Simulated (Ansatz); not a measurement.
## Geometry relaxation, with input and output: Al₂H₄O₅ (part 1 of 2)

The run: geometry relaxation of Al₂H₄O₅. Method and program: RKS PBE0-D4/def2-TZVP (Ansatz 0.2.0).

Figures and captions count atoms from 1; the log counts them from 0 in places.

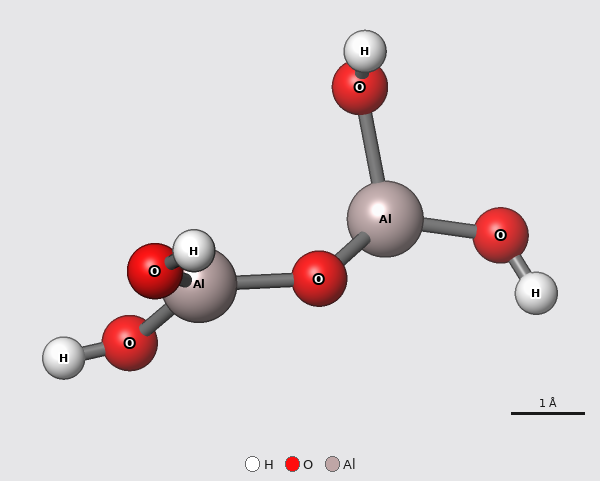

Figure 1. The starting structure (ball-and-stick view, seen at a tilt). Sticks mark near contacts.

### Key numbers

- outcome: converged
- total energy: −23491.9040 eV
- mean-field energy: −23491.7128 eV
- dispersion energy: −0.1912 eV
- SCF solution under orbital rotations: stable
- largest force (length of the vector) at the end: 0.003 eV/Å
- dipole moment: 2.65 D
- hardware: 4 CPU threads, shared host
- wall time: 54 s (CPU time 63 s)
- peak memory: 1.1 GiB

### Input file
```yaml
crystal:
  periodic: [false, false, false]
  atoms:
    - {symbol: H, position_ang: [-0.059285, 1.574684, 1.855130]}
    - {symbol: O, position_ang: [-0.414125, 1.642908, 0.962443]}
    - {symbol: Al, position_ang: [0.549137, 1.358789, -0.622410]}
    - {symbol: O, position_ang: [1.164303, 2.816800, -1.187847]}
    - {symbol: O, position_ang: [1.267891, -0.142023, -0.513782]}
    - {symbol: Al, position_ang: [0.677707, -1.720769, -0.268261]}
    - {symbol: O, position_ang: [1.355648, -2.760367, 0.891125]}
    - {symbol: O, position_ang: [-0.193162, -2.405414, -1.554094]}
    - {symbol: H, position_ang: [1.930609, 2.892734, -1.752103]}
    - {symbol: H, position_ang: [1.996536, -2.472680, 1.537018]}
    - {symbol: H, position_ang: [-0.434914, -3.329557, -1.548588]}
basis:
  gaussian: {orbitals: def2-TZVP}
hamiltonian: {xc: pbe0, dispersion: d4}
relax: {f_tol: 0.005, max_steps: 200}
```

Run as:
```bash
ansatz run in.yaml --threads 4 --pin off --events-out ev --progress --plain --max-ram 66560MiB --backend cuda --devices 0, --max-vram 37GiB
```

### The program's output
```
Functional definition: PBE0
  name "PBE0"
  cite "Adamo & Barone, J. Chem. Phys. 110, 6158 (1999) doi:10.1063/1.478522"
  cite "Perdew, Burke & Ernzerhof, Phys. Rev. Lett. 77, 3865 (1996) doi:10.1103/PhysRevLett.77.3865"
  parent pbe
  parameter a = 0.25
  parameter kappa = 0.804
  parameter beta = 0.06672455060314922
  exchange = (1 - a)*pbe_x(kappa = kappa, mu = beta*pi^2/3) + a*exact_x
  correlation = pbe_c(beta = beta)
1489 factors; their error is unknown
mean field evaluation 1: about -23466.0833 eV, gradient 1.2e2 eV
mean field evaluation 2: about -23415.9255 eV, gradient 2.0e2 eV
mean field evaluation 4: about -23490.4963 eV, gradient 7.1e0 eV
mean field evaluation 8: about -23490.5741 eV, gradient 2.3e-1 eV
mean field evaluation 16: about -23490.6216 eV, gradient 2.5e-4 eV
mean field -23490.62163053 eV, -863.2644224069 hartree, gradient 6.4e-5 eV, S^2 0.000000; 0 other end points of the search recorded, 0 dependent functions left out
the calculation of the forces begins
reference -23490.62167120 eV, -863.2644239014 hartree; 35, 35 occupied and 218, 218 virtual orbitals, 1489 factors
relax step   1: F+E_penalty+E_count = -23490.81478637 eV  Δ(F+E_penalty+E_count) = +0.000e0 eV  max|allowed force component| = 4.477e0 eV/Å  Δτ_max = 0.0000 Å  (29 SCF iters, accepted)
these checks for a lower state are left out or cut short: starts, cluster_reference, orbital_swaps, neighbouring_geometries, increment
1489 factors; their error is unknown
mean field -23491.28816697 eV, -863.2889171691 hartree, gradient 1.7e-5 eV, S^2 0.000000; 0 other end points of the search recorded, 0 dependent functions left out
[... from here on the field's lines of each further geometry are left out, up to the last ...]
relax step   2: F+E_penalty+E_count = -23491.48039530 eV  Δ(F+E_penalty+E_count) = -6.656e-1 eV  max|allowed force component| = 2.331e0 eV/Å  Δτ_max = 0.1946 Å  (36 SCF iters, accepted)
relax step   3: F+E_penalty+E_count = -23491.75340922 eV  Δ(F+E_penalty+E_count) = -2.730e-1 eV  max|allowed force component| = 9.330e-1 eV/Å  Δτ_max = 0.2000 Å  (36 SCF iters, accepted)
relax step   4: F+E_penalty+E_count = -23491.81823282 eV  Δ(F+E_penalty+E_count) = -6.482e-2 eV  max|allowed force component| = 2.421e-1 eV/Å  Δτ_max = 0.2000 Å  (36 SCF iters, accepted)
relax step   5: F+E_penalty+E_count = -23491.86553397 eV  Δ(F+E_penalty+E_count) = -4.730e-2 eV  max|allowed force component| = 1.626e-1 eV/Å  Δτ_max = 0.2000 Å  (35 SCF iters, accepted)
relax step   6: F+E_penalty+E_count = -23491.88131747 eV  Δ(F+E_penalty+E_count) = -1.578e-2 eV  max|allowed force component| = 2.893e-1 eV/Å  Δτ_max = 0.2000 Å  (35 SCF iters, accepted)
relax step   7: F+E_penalty+E_count = -23491.89916087 eV  Δ(F+E_penalty+E_count) = -1.784e-2 eV  max|allowed force component| = 8.671e-2 eV/Å  Δτ_max = 0.2000 Å  (30 SCF iters, accepted)
relax step   8: F+E_penalty+E_count = -23491.87337428 eV  Δ(F+E_penalty+E_count) = +2.579e-2 eV  max|allowed force component| = 7.072e-1 eV/Å  Δτ_max = 0.1957 Å  (36 SCF iters, rejected (line search))
relax step   9: F+E_penalty+E_count = -23491.90246359 eV  Δ(F+E_penalty+E_count) = -3.303e-3 eV  max|allowed force component| = 9.494e-3 eV/Å  Δτ_max = 0.0727 Å  (29 SCF iters, accepted)
relax step  10: F+E_penalty+E_count = -23491.90256898 eV  Δ(F+E_penalty+E_count) = -1.054e-4 eV  max|allowed force component| = 1.600e-1 eV/Å  Δτ_max = 0.0980 Å  (30 SCF iters, accepted)
relax step  11: F+E_penalty+E_count = -23491.90338247 eV  Δ(F+E_penalty+E_count) = -8.135e-4 eV  max|allowed force component| = 3.663e-2 eV/Å  Δτ_max = 0.0381 Å  (31 SCF iters, accepted)
relax step  12: F+E_penalty+E_count = -23491.90362287 eV  Δ(F+E_penalty+E_count) = -2.404e-4 eV  max|allowed force component| = 1.173e-2 eV/Å  Δτ_max = 0.0101 Å  (31 SCF iters, accepted)
relax step  13: F+E_penalty+E_count = -23491.90383827 eV  Δ(F+E_penalty+E_count) = -2.154e-4 eV  max|allowed force component| = 3.353e-3 eV/Å  Δτ_max = 0.0181 Å  (31 SCF iters, accepted)
relax step  14: F+E_penalty+E_count = -23491.90391914 eV  Δ(F+E_penalty+E_count) = -8.086e-5 eV  max|allowed force component| = 1.302e-2 eV/Å  Δτ_max = 0.0318 Å  (31 SCF iters, accepted)
relax step  15: F+E_penalty+E_count = -23491.90395436 eV  Δ(F+E_penalty+E_count) = -3.522e-5 eV  max|allowed force component| = 7.835e-3 eV/Å  Δτ_max = 0.0091 Å  (31 SCF iters, accepted)
relax step  16: F+E_penalty+E_count = -23491.90397263 eV  Δ(F+E_penalty+E_count) = -1.827e-5 eV  max|allowed force component| = 4.121e-3 eV/Å  Δτ_max = 0.0047 Å  (31 SCF iters, accepted)
relax step  17: F+E_penalty+E_count = -23491.90398376 eV  Δ(F+E_penalty+E_count) = -1.112e-5 eV  max|allowed force component| = 4.735e-3 eV/Å  Δτ_max = 0.0089 Å  (31 SCF iters, accepted)
the calculation of the forces begins
reference -23491.71282433 eV, -863.3045230393 hartree; 35, 35 occupied and 218, 218 virtual orbitals, 1489 factors
relax step  18: F+E_penalty+E_count = -23491.90398834 eV  Δ(F+E_penalty+E_count) = -4.585e-6 eV  max|allowed force component| = 2.519e-3 eV/Å  Δτ_max = 0.0057 Å  (31 SCF iters, accepted)
1489 factors; their error is unknown
mean field evaluation 160: about -23491.7128 eV, gradient 2.6e-4 eV
```

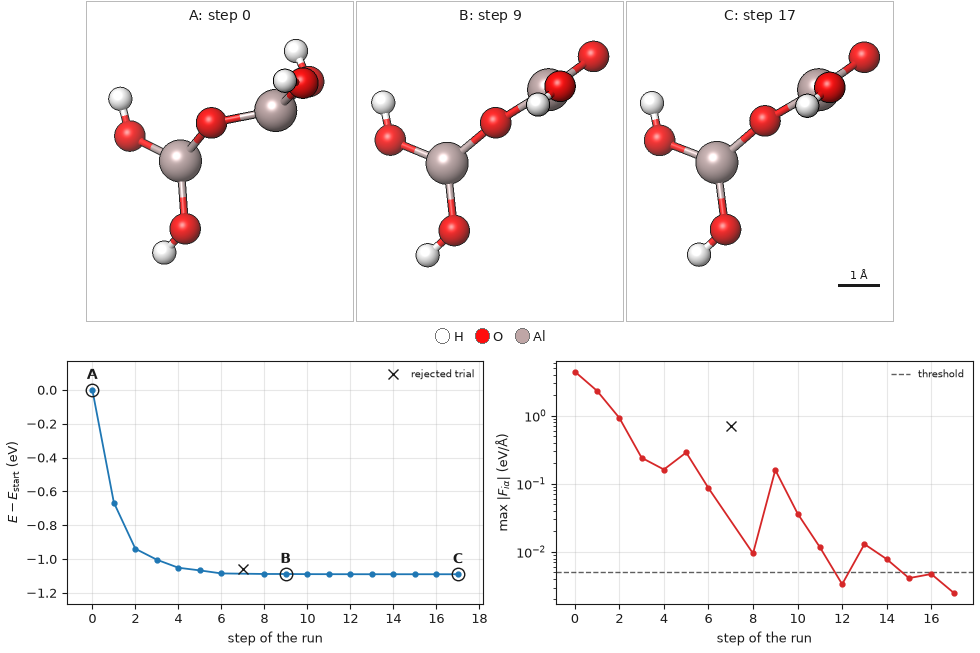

Figure 2. Frames of the relaxation (ball-and-stick view, seen at a tilt) above the curves, on which the letters mark them (the first geometry is step 0 here and step 1 in the log).

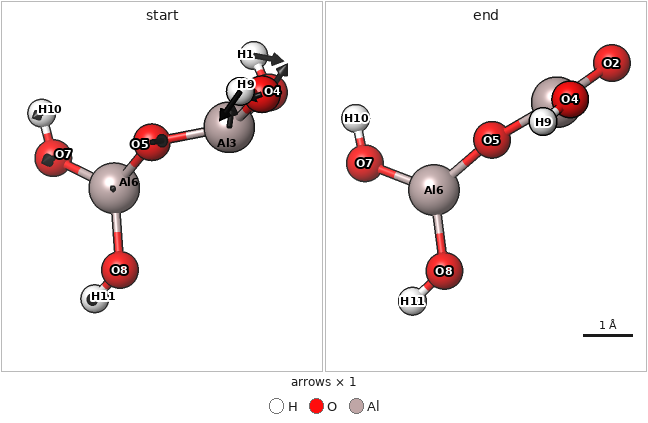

Figure 3. Before (left) and after (right) the relaxation, at one scale (ball-and-stick view, seen at a tilt). The black arrows give the displacements, at true length. The energy falls by 1.089 eV in 17 geometry steps. Largest force component: 4.5 eV/Å at the start, 0.0025 eV/Å at the end. The line search rejected the trial step at point 7 (counted from 0) and went back. The atom that moves furthest after the best rigid fit is H9 (0.79 Å). Largest moves by element: H 0.79 Å, O 0.78 Å, Al 0.59 Å. Among the contacts that change: O2–Al3 1.876 → 1.688 Å, O5–Al6 1.703 → 1.672 Å, Al3–O5 1.668 → 1.679 Å, H1–O2 0.963 → 0.955 Å. Among the angles that change: Al3–O5–Al6 134.0° → 169.2°, O2–Al3–O5 107.6° → 121.9°, O4–Al3–O5 130.2° → 122.5°. (Atoms are counted from 1 in the order of the input.)

```
mean field -23491.71278345 eV, -863.3045215371 hartree, gradient 8.3e-5 eV, S^2 0.000000; 1 other end points of the search recorded, 0 dependent functions left out
the calculation of the forces begins
reference -23491.71282433 eV, -863.3045230393 hartree; 35, 35 occupied and 218, 218 virtual orbitals, 1489 factors
Total energy: -23491.90402922 eV, -863.3115496893 hartree
Atom 0 at    -0.631979     1.907563     1.875629 Å, force     0.000726     0.000252    -0.001543 eV/Å
Atom 1 at    -0.207763     2.366657     1.153859 Å, force     0.000805    -0.001305     0.000810 eV/Å
Atom 2 at     0.624027     1.549155    -0.066861 Å, force    -0.001200     0.000673    -0.000609 eV/Å
Atom 3 at     1.321890     2.526565    -1.252770 Å, force    -0.000403     0.000305     0.000003 eV/Å
Atom 4 at     0.774732    -0.123169    -0.072625 Å, force    -0.000264    -0.000410     0.000774 eV/Å
Atom 5 at     0.756740    -1.773226    -0.345054 Å, force    -0.000026    -0.000536     0.002519 eV/Å
Atom 6 at     1.630834    -2.869426     0.601321 Å, force    -0.000315     0.000873    -0.001429 eV/Å
Atom 7 at    -0.173336    -2.377691    -1.618930 Å, force     0.000451     0.000790    -0.000748 eV/Å
Atom 8 at     1.780999     2.164047    -2.007407 Å, force     0.000452    -0.000075     0.000216 eV/Å
Atom 9 at     2.178203    -2.601077     1.336585 Å, force     0.000096     0.000263     0.000278 eV/Å
Atom 10 at    -0.214003    -3.314293    -1.805116 Å, force    -0.000320    -0.000829    -0.000271 eV/Å
Dipole moment:     0.179457    -0.491168     0.174790 e Å
```

### Trajectory as extended XYZ (Å, eV, eV/Å), 18 frames, from step=1 to step=18
```
11
Properties=species:S:1:pos:R:3:forces:R:3 step=1 energy=-23490.81479
H    -0.0593    1.5747    1.8551    0.1304  -0.0911  -0.6401
O    -0.4141    1.6429    0.9624    0.5858  -0.3047  -2.3290
Al    0.5491    1.3588   -0.6224   -0.5230   1.0829   4.4772
O     1.1643    2.8168   -1.1878   -0.1378  -0.1206  -0.5519
O     1.2679   -0.1420   -0.5138   -0.4965  -0.8112  -0.6191
Al    0.6777   -1.7208   -0.2683    1.0189  -0.1068  -0.4660
O     1.3556   -2.7604    0.8911   -0.3377   0.1607  -0.0677
O    -0.1932   -2.4054   -1.5541   -0.1642   0.1942   0.2936
H     1.9306    2.8927   -1.7521   -0.0331  -0.0081  -0.1587
H     1.9965   -2.4727    1.5370    0.0023   0.0469   0.0518
H    -0.4349   -3.3296   -1.5486   -0.0449  -0.0421   0.0099
11
Properties=species:S:1:pos:R:3:forces:R:3 step=2 energy=-23491.48039
H    -0.1035    1.5711    1.8397    0.0228  -0.0479  -0.0963
O    -0.4510    1.6420    0.9512    0.8836  -0.2071  -1.7077
Al    0.6403    1.3957   -0.4545   -0.5652   0.5335   2.3310
O     1.1615    2.8234   -1.2024   -0.0447  -0.3610  -0.1366
O     1.3006   -0.1532   -0.5525   -0.4492  -0.0617  -0.2106
Al    0.7529   -1.7425   -0.3271    0.4570  -0.0503  -0.3297
O     1.3449   -2.7587    0.8973   -0.1649   0.1423  -0.1092
O    -0.2263   -2.4022   -1.5475    0.0527   0.1219   0.2555
H     1.8976    2.8789   -1.8114   -0.1332  -0.0680  -0.0217
H     1.9821   -2.4700    1.5477   -0.0124   0.0147   0.0089
H    -0.4587   -3.3292   -1.5418   -0.0464  -0.0164   0.0164
11
Properties=species:S:1:pos:R:3:forces:R:3 step=3 energy=-23491.75341
H    -0.2668    1.5215    1.8762   -0.2694   0.1515  -0.9330
O    -0.4450    1.7185    0.9403    0.3197  -0.0347   0.8495
Al    0.6968    1.4584   -0.2879    0.0471  -0.0484   0.0752
O     1.2446    2.7886   -1.1782    0.1866  -0.1403  -0.2329
O     1.2445   -0.1151   -0.5445   -0.0959  -0.0021   0.0248
Al    0.8152   -1.7360   -0.3941    0.0694   0.0815  -0.1380
O     1.4110   -2.7410    0.8296    0.0879   0.0572   0.1508
O    -0.2325   -2.3952   -1.5471    0.0226  -0.0783   0.0646
H     1.8682    2.7057   -1.9071   -0.2835  -0.0090   0.2985
H     1.9928   -2.4331    1.5262   -0.0991  -0.0612  -0.1585
H    -0.4884   -3.3172   -1.5147    0.0147   0.0838  -0.0010
11
Properties=species:S:1:pos:R:3:forces:R:3 step=4 energy=-23491.81823
H    -0.3475    1.5085    1.8784   -0.1133   0.0228  -0.1877
O    -0.3715    1.8939    1.0022    0.1185  -0.0080   0.2421
Al    0.7085    1.4796   -0.2289    0.0335   0.1251  -0.1199
O     1.2448    2.7512   -1.2023   -0.0015  -0.0376   0.0142
O     1.2017   -0.1074   -0.4791   -0.0746  -0.0210   0.0812
Al    0.8233   -1.7394   -0.4036    0.0494  -0.0885  -0.0157
O     1.4147   -2.7616    0.8098   -0.0001   0.0205  -0.0043
O    -0.1942   -2.4019   -1.5780    0.0032   0.0222   0.0136
H     1.8178    2.6140   -1.9544   -0.0271  -0.0223   0.0027
H     1.9958   -2.4604    1.5057    0.0020  -0.0101  -0.0204
H    -0.4531   -3.3215   -1.5512    0.0102  -0.0032  -0.0060
```
